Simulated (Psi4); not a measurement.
Two rigid molecules brought together: H4Ge ··· O2S (SMILES [GeH4] and O=S=O). Monomers: optimised at B3LYP-D3(BJ) (def2-TZVP), held rigid. Orientation: lowest of the rigid-body minima from ten starts at GFN2-xTB. Only R, the distance of the centres of mass, is varied, so the lowest point isn't the relaxed dimer.

Level of theory: Psi4 1.11 with SAPT0/jun-cc-pVDZ, frozen core.

Components in kJ/mol:

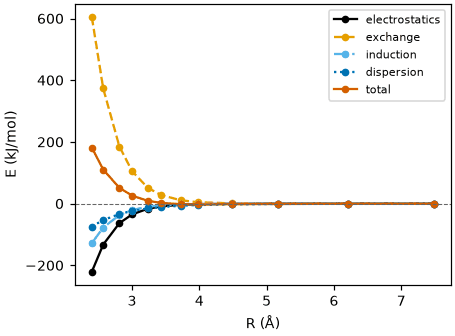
*Components of the interaction energy.*

```csv
R / Å,electrostatics,exchange,induction,dispersion,total
2.40,-220.86,605.22,-128.33,-74.10,181.92
2.57,-132.50,373.34,-77.40,-53.09,110.35
2.81,-63.21,185.18,-37.17,-33.47,51.32
3.00,-34.76,104.78,-20.67,-23.48,25.87
3.23,-16.69,51.79,-10.22,-15.49,9.39
3.43,-8.78,27.72,-5.63,-10.93,2.39
3.73,-3.36,10.66,-2.40,-6.61,-1.71
3.98,-1.54,4.74,-1.24,-4.44,-2.47
4.49,-0.37,0.89,-0.38,-2.08,-1.94
5.16,-0.10,0.10,-0.11,-0.86,-0.98
6.20,-0.04,0.00,-0.03,-0.27,-0.34
7.48,-0.02,0.00,-0.01,-0.09,-0.11
```
